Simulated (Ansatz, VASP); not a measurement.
# Ge (Germanium) in two plane-wave programs, part 2 of 2

Wanted: the spread between two codes on one cell, functional and k mesh. The cell is taken from a series of VASP runs on this material, whose earlier steps may have relaxed, scaled or displaced it; both programs get it as it stands. Valence electrons are named where the data sets of a main pair hold unlike numbers.

VASP 6.6.1 and Ansatz 0.2.0.

So far. Step 3 (VASP: band structure, r2SCAN): Spin-orbit coupling is off here; it would split degenerate levels, and it lifts a valence top of Ge p states by about 0.1 eV. Step 4 (Comparison): Among the levels compared at these points, filled levels agree within 13 meV and empty ones within 41 meV. Ansatz's pressure holds a Pulay correction of 0.05 GPa; VASP's holds none.

## (6) Ansatz: single point, r2SCAN

Level of this step: Ansatz beside VASP: Kohn-Sham DFT, plane waves, r2SCAN (Ansatz).

With cell and atoms fixed, the geometry can't cause a difference; cores, projectors, grids and the points listed under the comparison can.

The cell is taken from a series of VASP runs on this material, whose earlier steps may have relaxed, scaled or displaced it; both programs get it as it stands.

input.yaml

```yaml
crystal:
  lattice:
    - [0.0, 2.8315135721, 2.8315135721]
    - [2.8315135721, 0.0, 2.8315135721]
    - [2.8315135721, 2.8315135721, 0.0]
  atoms:
    - { symbol: Ge, position: [0.0, 0.0, 0.0] }
    - { symbol: Ge, position: [0.25, 0.25, 0.25] }
hamiltonian:
  xc: r2scan
  pseudopotentials: { kind: paw }
kpoints:
  mp_grid: { grid: [9, 9, 9] }
scf:
  occupations: { method: tetrahedron }
output:
  forces: true
  stress: true
```

Launch:

```
$ ansatz run input.yaml --threads 2 --pin off --max-ram 4608MiB --backend cpu --events-out ev --progress --plain --runs-dir out
```

Numbers of over 12 decimals in the logs are rounded to 6 here.

The log of the run:

```text
Warning: output.forces, output.stress, relax.cell or npt_langevin: where a Kohn–Sham band that disperses or a degenerate level is filled in part under the method tetrahedron, the forces or the stress that this run publishes need not agree with its energy (scf.occupations.method in the input reference, under Limitations); prefer a smearing scheme for the forces or the stress
[...]
--- Band table (eV; the first three rows and the last of 35) ---
  k-point 0: bands = [... 10 lower, -4.9356, 8.3420, 8.3420, 8.3420, 8.7587, 11.0670, 11.0670, 11.0670]
  k-point 1: bands = [... 10 lower, -4.7779, 6.2957, 8.0539, 8.0539, 9.6618, 11.4539, 11.4539, 11.9049]
  k-point 2: bands = [... 10 lower, -4.3163, 4.0449, 7.5365, 7.5365, 9.3897, 12.0957, 12.0957, 13.9050]
  k-point 34: bands = [... 10 lower, -1.3493, -0.1659, 4.0900, 4.7282, 12.4796, 12.5605, 13.1202, 14.9536]
[key lines of the parts left out:]
SCF converged after 6 iterations
Free energy (F): -8605.809180 eV
Fermi energy:    8.342037 eV
P = ⅓ Tr σ = 0.4253 GPa (4.253 kbar)
```

Elapsed: 3.6 s, on 2 threads of Arm Neoverse N1, shared host; peak memory 0.42 GiB.

The run ends at a pressure of 0.43 GPa.

## (7) VASP: single point, r2SCAN

The same cell, functional, mesh and smearing now go to VASP, with its own data sets.

INCAR

```
SYSTEM = Ge
PREC = Accurate
ENCUT = 410
EDIFF = 1E-06
NELM = 100
ISMEAR = -5
SIGMA = 0.05
LREAL = .FALSE.
ALGO = Normal
METAGGA = R2SCAN
LASPH = .TRUE.
NBANDS = 26
LORBIT = 11
LWAVE = .FALSE.
LCHARG = .FALSE.
KPAR = 2
NEDOS = 2001
```

POSCAR

```
Ge
1.0
    0.0000000000      2.8315135721      2.8315135721
    2.8315135721      0.0000000000      2.8315135721
    2.8315135721      2.8315135721      0.0000000000
Ge
2
Direct
    0.0000000000      0.0000000000      0.0000000000
    0.2500000000      0.2500000000      0.2500000000
```

KPOINTS

```
Automatic mesh
0
Gamma
9 9 9
0 0 0
```

Potentials, in the order of the species: Ge_d (PBE family, release 64).

Launch:

```
$ mpirun -np 2 vasp_std
```

The log of the run:

```text
[banner, memory and clock lines left out]
running    2 mpi-ranks, on    1 nodes
[...]
[... a notice as in an earlier step ...]

 LDA part: xc-table for (None), standard interpolation
 POSCAR, INCAR and KPOINTS ok, starting setup
[...]
entering main loop
       N       E                     dE             d eps       ncg     rms          rms(c)
DAV:   1     0.164307906728E+03    0.16431E+03   -0.11741E+04  2288   0.265E+03
DAV:   2    -0.266149799859E+01   -0.16697E+03   -0.15907E+03  1836   0.520E+02
DAV:   3    -0.296222520579E+02   -0.26961E+02   -0.26751E+02  2052   0.118E+02
DAV:   4    -0.304217617956E+02   -0.79951E+00   -0.79904E+00  2030   0.234E+01
[...]
DAV:  12    -0.277340747487E+02   -0.24953E-05   -0.16726E-05  2206   0.411E-02    0.337E-03
DAV:  13    -0.277340776082E+02   -0.28595E-05   -0.47827E-07  1508   0.644E-03    0.148E-03
DAV:  14    -0.277340783444E+02   -0.73622E-06   -0.29398E-07  1034   0.904E-03
   1 F= -.27734078E+02 E0= -.27734078E+02  d E =0.000000E+00
```

OUTCAR, selected parts (step 7):

```text
  Total        0.0361791      0.0361791      0.0361791      0.0000000      0.0000000     -0.0000000
  in kB        1.2766819      1.2766819      1.2766819      0.0000000      0.0000000     -0.0000000
  external PRESSURE =       1.2766819 kB  Pullay stress =       0.0000000 kB

 POSITION                                       TOTAL-FORCE (eV/Angst)
 -----------------------------------------------------------------------------------
      0.00000      0.00000      0.00000         0.000000     -0.000000      0.000000
      1.41576      1.41576      1.41576        -0.000000      0.000000     -0.000000
 -----------------------------------------------------------------------------------
    total drift:                                0.000000      0.000000      0.000000

  FREE ENERGIE OF THE ION-ELECTRON SYSTEM (eV)
  ---------------------------------------------------
  free  energy   TOTEN  =       -27.7340783444 eV

  energy  without entropy=      -27.7340783444  energy(sigma->0) =      -27.73407834

[... 1 part as in an earlier step ...]

[... 2 further parts left out ...]
[key lines of the parts left out:]
E-fermi :   4.7963
```

The run ends at a pressure of 0.13 GPa.

## (8) Side by side

Both answers:

```
                                        quantity  Ansatz   VASP  difference
                                  pressure (GPa)    0.43   0.13       +0.30
pressure without Ansatz's Pulay correction (GPa)    0.37   0.13       +0.25
                          gap on the k mesh (eV)   0.417  0.377      +0.040
```

A gap on the mesh is an upper bound, since the band edges may lie between its points. Ansatz's pressure holds a Pulay correction of 0.05 GPa; VASP's holds none.

## (9) VASP: band structure, r2SCAN, spin-orbit coupling

Levels along a path test the potential and the projectors away from the mesh points.

INCAR

```
SYSTEM = Ge
PREC = Accurate
ENCUT = 410
EDIFF = 1E-06
NELM = 100
ISMEAR = 0
SIGMA = 0.05
LREAL = .FALSE.
ALGO = Normal
METAGGA = R2SCAN
LASPH = .TRUE.
LNONCOLLINEAR = .TRUE.
MAGMOM = 0 0 0 0 0 0
NBANDS = 40
GGA_COMPAT = .FALSE.
LSORBIT = .TRUE.
LORBIT = 11
LWAVE = .FALSE.
LCHARG = .FALSE.
KPAR = 2
```

POSCAR is that of step 7.

KPOINTS

```
Automatic mesh
0
Gamma
5 5 5
0 0 0
```

KPOINTS_OPT

```
Line mode
16
Line-mode
Reciprocal
  0.00000000   0.00000000   0.00000000 GAMMA
  0.50000000   0.00000000   0.50000000 X

  0.50000000   0.00000000   0.50000000 X
  0.50000000   0.25000000   0.75000000 W

  0.50000000   0.25000000   0.75000000 W
  0.37500000   0.37500000   0.75000000 K

  0.37500000   0.37500000   0.75000000 K
  0.00000000   0.00000000   0.00000000 GAMMA

  0.00000000   0.00000000   0.00000000 GAMMA
  0.50000000   0.50000000   0.50000000 L

  0.50000000   0.50000000   0.50000000 L
  0.62500000   0.25000000   0.62500000 U

  0.62500000   0.25000000   0.62500000 U
  0.50000000   0.25000000   0.75000000 W

  0.50000000   0.25000000   0.75000000 W
  0.50000000   0.50000000   0.50000000 L

  0.50000000   0.50000000   0.50000000 L
  0.37500000   0.37500000   0.75000000 K

  0.62500000   0.25000000   0.62500000 U
  0.50000000   0.00000000   0.50000000 X
```

Launch:

```
$ mpirun -np 2 vasp_ncl
```

The log of the run:

```text
[... set-up lines as in an earlier step ...]
 entering main loop
       N       E                     dE             d eps       ncg     rms          rms(c)
DAV:   1     0.227920882977E+03    0.22792E+03   -0.11935E+04  1008   0.349E+03
DAV:   2     0.139297269286E+02   -0.21399E+03   -0.20630E+03   800   0.799E+02
DAV:   3    -0.279912405908E+02   -0.41921E+02   -0.41459E+02   912   0.190E+02
DAV:   4    -0.303102521247E+02   -0.23190E+01   -0.23167E+01   896   0.531E+01
[...]
DAV:  11    -0.276621773761E+02    0.12848E-03   -0.27931E-04   992   0.334E-01    0.176E-02
DAV:  12    -0.276621536264E+02    0.23750E-04   -0.14754E-04  1144   0.234E-01    0.664E-03
DAV:  13    -0.276621539668E+02   -0.34035E-06   -0.89449E-06   872   0.411E-02
   1 F= -.27662154E+02 E0= -.27662154E+02  d E =-.186708E-06  mag=     0.0000     0.0000    -0.0000
 Start KPOINTS_OPT (optional k-point list driver)
k-point batch [1-10\160]
       N       E                     dE             ncg
DAV:   1    -0.144762767587E+04   -0.29775E+04      984
DAV:   2    -0.360797886701E+04   -0.21604E+04      800
DAV:   3    -0.406071342650E+04   -0.45273E+03      912
DAV:   4    -0.408655704388E+04   -0.25844E+02      880
DAV:   5    -0.408704785242E+04   -0.49081E+00      896
DAV:   6    -0.408706117695E+04   -0.13325E-01     1000
DAV:   7    -0.408706160347E+04   -0.42653E-03      968
DAV:   8    -0.408706161904E+04   -0.15560E-04      952
DAV:   9    -0.408706161966E+04   -0.62408E-06      688
[...]
k-point batch [151-160\160]
       N       E                     dE             ncg
DAV:   1    -0.161443427461E+04   -0.10335E+05      992
DAV:   2    -0.377928284239E+04   -0.21648E+04      800
DAV:   3    -0.420421450858E+04   -0.42493E+03      896
DAV:   4    -0.422792166227E+04   -0.23707E+02      944
[...]
DAV:   8    -0.422842875592E+04   -0.36705E-04      952
DAV:   9    -0.422842875811E+04   -0.21931E-05      832
DAV:  10    -0.422842875822E+04   -0.10337E-06      592
```

From OUTCAR (step 9):

```text
  Total       -0.0852839     -0.0852839     -0.0852839      0.0000000      0.0000000      0.0000000
  in kB       -3.0094806     -3.0094806     -3.0094806      0.0000000      0.0000000      0.0000000
  external PRESSURE =      -3.0094806 kB  Pullay stress =       0.0000000 kB

 POSITION                                       TOTAL-FORCE (eV/Angst)
 -----------------------------------------------------------------------------------
      0.00000      0.00000      0.00000         0.000000     -0.000000     -0.000000
      1.41576      1.41576      1.41576        -0.000000      0.000000      0.000000
 -----------------------------------------------------------------------------------
    total drift:                                0.000000      0.000000      0.000000

  FREE ENERGIE OF THE ION-ELECTRON SYSTEM (eV)
  ---------------------------------------------------
  free  energy   TOTEN  =       -27.6621539668 eV

  energy  without entropy=      -27.6621537801  energy(sigma->0) =      -27.66215387

 magnetization (x)
# of ion       s       p       d       tot
------------------------------------------
    1        0.000   0.000   0.000   0.000
    2        0.000   0.000   0.000   0.000
--------------------------------------------------
tot          0.000   0.000   0.000   0.000

 magnetization (y)
# of ion       s       p       d       tot
------------------------------------------
    1        0.000   0.000  -0.000   0.000
    2        0.000  -0.000  -0.000  -0.000
--------------------------------------------------
tot          0.000  -0.000  -0.000   0.000

 magnetization (z)
# of ion       s       p       d       tot
------------------------------------------
    1       -0.000   0.000   0.000  -0.000
    2        0.000   0.000  -0.000   0.000
--------------------------------------------------
tot         -0.000   0.000   0.000   0.000

[... 1 part as in an earlier step ...]

[... 2 further parts left out ...]
[key lines of the parts left out:]
E-fermi :   5.0298
```

The run ends at a pressure of -0.30 GPa.

## (10) Ansatz: band structure, r2SCAN, spin-orbit coupling

The same cell, functional, mesh and smearing now go to Ansatz, which takes its cutoff from its data sets.

The cell is taken from a series of VASP runs on this material, whose earlier steps may have relaxed, scaled or displaced it; both programs get it as it stands.

input.yaml

```yaml
crystal:
  lattice:
    - [0.0, 2.8315135721, 2.8315135721]
    - [2.8315135721, 0.0, 2.8315135721]
    - [2.8315135721, 2.8315135721, 0.0]
  atoms:
    - { symbol: Ge, position: [0.0, 0.0, 0.0] }
    - { symbol: Ge, position: [0.25, 0.25, 0.25] }
hamiltonian:
  xc: r2scan
  pseudopotentials: { kind: paw_fr }
magnetization:
  noncollinear: true
  spin_orbit: true
kpoints:
  mp_grid: { grid: [5, 5, 5] }
  band_path:
    path:
      - [0.0, 0.0, 0.0]
      - [0.16667, 0.0, 0.16667]
      - [0.33333, 0.0, 0.33333]
      - [0.5, 0.0, 0.5]
      - [0.5, 0.08333, 0.58333]
      - [0.5, 0.18333, 0.68333]
      - [0.5, 0.25, 0.75]
      - [0.45, 0.3, 0.75]
      - [0.40833, 0.34167, 0.75]
      - [0.35, 0.35, 0.7]
      - [0.225, 0.225, 0.45]
      - [0.075, 0.075, 0.15]
      - [0.03333, 0.03333, 0.03333]
      - [0.23333, 0.23333, 0.23333]
      - [0.4, 0.4, 0.4]
      - [0.51667, 0.46667, 0.51667]
      - [0.55833, 0.38333, 0.55833]
      - [0.60833, 0.28333, 0.60833]
      - [0.60833, 0.25, 0.64167]
      - [0.55833, 0.25, 0.69167]
      - [0.51667, 0.25, 0.73333]
      - [0.5, 0.3, 0.7]
      - [0.5, 0.38333, 0.61667]
      - [0.5, 0.48333, 0.51667]
      - [0.475, 0.475, 0.55]
      - [0.425, 0.425, 0.65]
      - [0.38333, 0.38333, 0.73333]
      - [0.59167, 0.18333, 0.59167]
      - [0.55, 0.1, 0.55]
      - [0.5, 0.0, 0.5]
    npoints: 1
scf:
  occupations: { method: gaussian, width: 0.05 }
  n_extra_bands: 14
output:
  forces: true
  stress: true
  eigenvalues: true
  write_density: true
  write_potential: true
  elf: true
  volumetric_format: npy
```

Launch:

```
$ ansatz run input.yaml --threads 2 --pin off --max-ram 4608MiB --backend cpu --events-out ev --progress --plain --runs-dir out
```

The log of the run:

```text
[...]
non-collinear run that drives no moment, with spin-orbit: no starting moment large enough to seed its density (crystal.atoms[].spin), no starting occupations that ask for one, no magnetisation constraint and no magnetic field, so the semilocal B_xc is pinned to zero
Crystal: 2 atoms, lattice volume = 45.403 Å³
[...]
k-point 1: bands = [... 24 lower, 7.5574, 7.5574, 7.7415, 7.7415, 9.4814, 9.4814, 11.9255, 11.9255, ... 10 higher]
  k-point 2: bands = [... 24 lower, 6.8761, 6.8761, 7.0581, 7.0581, 8.8944, 8.8944, 12.3295, 12.3295, ... 10 higher]
  k-point 9: bands = [... 24 lower, 4.1507, 4.1507, 5.1439, 5.1439, 11.9858, 11.9858, 12.2548, 12.2548, ... 10 higher]
[key lines of the parts left out:]
SCF converged after 6 iterations
Magnetization: |M| = 0.0000 μB,  M = (+0.0000, +0.0000, +0.0000) μB
Free energy (F): -8600.257888 eV
Fermi energy:    8.617829 eV
P = ⅓ Tr σ = 0.3161 GPa (3.161 kbar)
```

The job ended after 19 s (2 threads; peak memory 0.52 GiB; 36 s of CPU time).

## (11) Comparison

What differs besides the data sets and the points named for the pairs above, as far as they apply: spin-orbit coupling enters by fully relativistic files in Ansatz and inside the spheres in VASP. Total energies have different zeros and are not compared.

Both answers:

```csv
quantity,Ansatz,VASP,difference
pressure (GPa),0.32,-0.30,+0.62
pressure without Ansatz's Pulay correction (GPa),0.27,-0.30,+0.57
gap over the path points (eV),0.329,0.285,+0.044
```

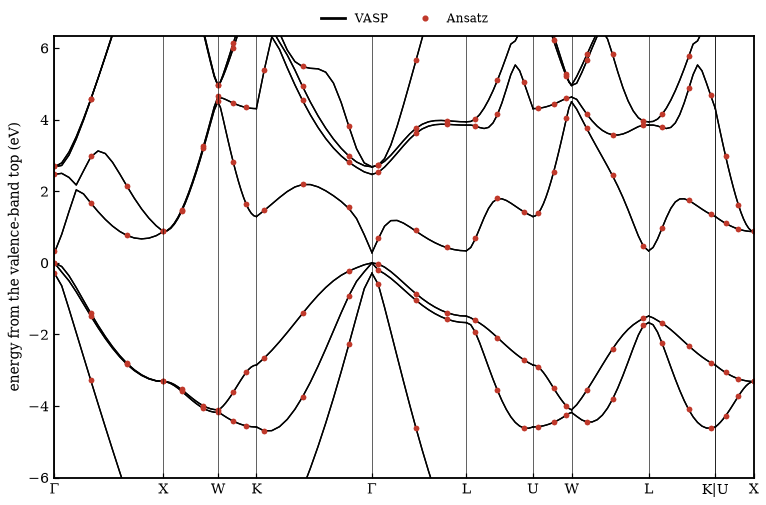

Bands from VASP (lines) and levels from Ansatz (dots). Dots without a line are higher empty bands that the VASP plot leaves out.

Levels at points of the path, from each program's valence-band top (eV; 6 filled, then empty):

```csv
k (reciprocal lattice),Ansatz,VASP
0.000 0.000 0.000,-0.29 -0.29 0.00 0.00 0.00 0.00 0.33 0.33 2.49 2.49 2.69 2.69,-0.29 -0.29 0.00 0.00 0.00 0.00 0.28 0.28 2.47 2.47 2.68 2.68
0.167 0.000 0.167,-3.27 -3.27 -1.48 -1.48 -1.40 -1.40 1.69 1.69 2.99 2.99 4.57 4.57,-3.28 -3.28 -1.48 -1.48 -1.41 -1.41 1.67 1.67 2.96 2.96 4.56 4.56
0.333 0.000 0.333,-6.46 -6.46 -2.83 -2.83 -2.81 -2.81 0.78 0.78 2.15 2.15 7.63 7.63,-6.47 -6.47 -2.84 -2.84 -2.81 -2.81 0.77 0.77 2.14 2.14 7.62 7.62
0.500 0.000 0.500,-9.29 -9.29 -3.31 -3.31 -3.31 -3.31 0.89 0.89 0.89 0.89 10.00 10.00,-9.30 -9.30 -3.31 -3.31 -3.31 -3.31 0.88 0.88 0.88 0.88 9.98 9.98
0.500 0.083 0.583,-9.26 -9.26 -3.58 -3.58 -3.54 -3.54 1.45 1.45 1.49 1.49 8.96 8.96,-9.27 -9.27 -3.58 -3.58 -3.54 -3.54 1.44 1.44 1.48 1.48 8.94 8.94
0.500 0.183 0.683,-9.20 -9.20 -4.06 -4.06 -3.99 -3.99 3.20 3.20 3.26 3.26 6.45 6.45,-9.21 -9.21 -4.06 -4.06 -3.99 -3.99 3.19 3.19 3.25 3.25 6.44 6.44
0.500 0.250 0.750,-9.18 -9.18 -4.18 -4.18 -4.10 -4.10 4.52 4.52 4.65 4.65 4.96 4.96,-9.19 -9.19 -4.18 -4.18 -4.10 -4.10 4.50 4.50 4.63 4.63 4.96 4.96
0.450 0.300 0.750,-8.83 -8.83 -4.42 -4.42 -3.61 -3.61 2.82 2.82 4.48 4.48 6.01 6.01,-8.84 -8.84 -4.42 -4.42 -3.61 -3.61 2.81 2.81 4.46 4.46 6.00 6.00
0.408 0.342 0.750,-8.70 -8.70 -4.55 -4.55 -3.06 -3.06 1.66 1.66 4.36 4.36 7.09 7.09,-8.71 -8.71 -4.55 -4.55 -3.06 -3.06 1.65 1.65 4.34 4.34 7.08 7.08
0.350 0.350 0.700,-8.40 -8.40 -4.69 -4.69 -2.66 -2.66 1.48 1.48 5.39 5.39 7.07 7.07,-8.41 -8.41 -4.69 -4.69 -2.66 -2.66 1.46 1.46 5.37 5.37 7.04 7.04
```

Among the levels compared at these points, filled levels agree within 15 meV and empty ones within 44 meV. Ansatz's pressure holds a Pulay correction of 0.05 GPa; VASP's holds none.

## (12) Outcome

```
largest difference of a filled level at the path points (band structure, r2SCAN)                      : 13 meV
difference in gap over the path points (band structure, r2SCAN)                                       : 0.041 eV
difference in gap on the k mesh (single point, r2SCAN)                                                : 0.040 eV
largest difference of a filled level at the path points (band structure, r2SCAN, spin-orbit coupling) : 15 meV
difference in pressure (band structure, r2SCAN, spin-orbit coupling)                                  : 0.62 GPa
difference in gap over the path points (band structure, r2SCAN, spin-orbit coupling)                  : 0.044 eV
```

**Reading.** The difference in pressure is 0.62 GPa (band structure, r2SCAN, spin-orbit coupling), within the 1 GPa picked in this series as the mark of a large difference. For band structure, r2SCAN, no further run moves any of the tabulated differences by more than a quarter of its size. How closely two codes agree says nothing of how well the functional describes the real material.

[Lines on the potential files, build, host, timing and source positions are cut from VASP's logs without a mark.]

[Logs are printed without paths, hosts, clocks, repeated set-up lines and the standing remarks that a program may print on its own settings, such as how far it seeks lower states.]

[Hosts, paths, dates, database ids (printed as entryN), source tags and the programs' standing remarks are cut or masked in the printed files.]
